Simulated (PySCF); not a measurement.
Cl6W (charge −1, doublet)

Input file:

```
mol = gto.M(atom='''
W     -0.00000    -0.00000     0.00000
Cl    -0.00022    -0.00155     2.34202
Cl     0.00022     0.00155    -2.34202
Cl     2.37010     0.00000     0.00022
Cl    -0.00000     2.37009     0.00157
Cl    -2.37010    -0.00000    -0.00022
Cl     0.00000    -2.37009    -0.00157''',
    basis={'W': 'def2-SVP', 'Cl': 'def2-SVP'},
    ecp={'W': 'def2-SVP'},
    charge=-1, spin=1)
mf = dft.UKS(mol, xc='R2SCAN')
mf.grids.atom_grid = (75, 302)  # f atoms: at least (60, 302), unpruned
mf = mf.density_fit()  # W def2-universal-JKFIT, Cl def2-universal-JKFIT
mf.conv_tol = 1e-09; mf.max_cycle = 55
mf.kernel(dm0)
```

Run with:

```sh
OMP_NUM_THREADS=4 python run.py
```

Core potentials replace the inner electrons of W.

These are results of PySCF, UKS r2SCAN, W def2-SVP with ECP60, Cl def2-SVP; non-relativistic Hamiltonian with scalar-relativistic core potentials where named; density fitting, not measurements.

**Predict the electron density, electron localisation function and spin density between the atoms.**

W–Cl (2.34 Å): ρ at the midpoint is about 0.62 e/Å³; the ELF peaks at about 0.85 in the valence shell of Cl, 0.9 Å from its nucleus, and is about 0.40 at the midpoint.
The unpaired spin (1 electron) lies mostly on W1 (about 0.8), in electrons by Hirshfeld's partition.

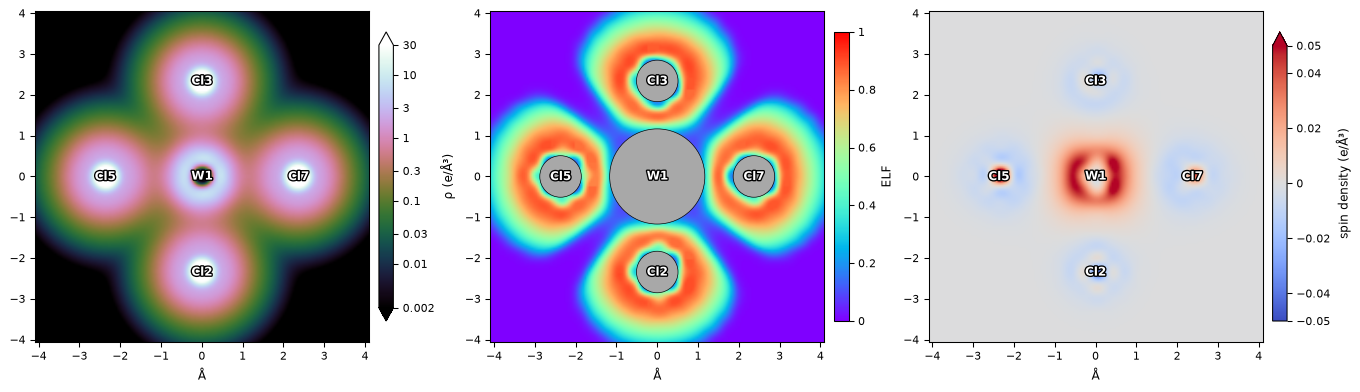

Computed electron density, electron localisation function and spin density on the plane of atoms Cl2, W1 and Cl7, in this order. Grey discs cover the atomic cores in the ELF map. 
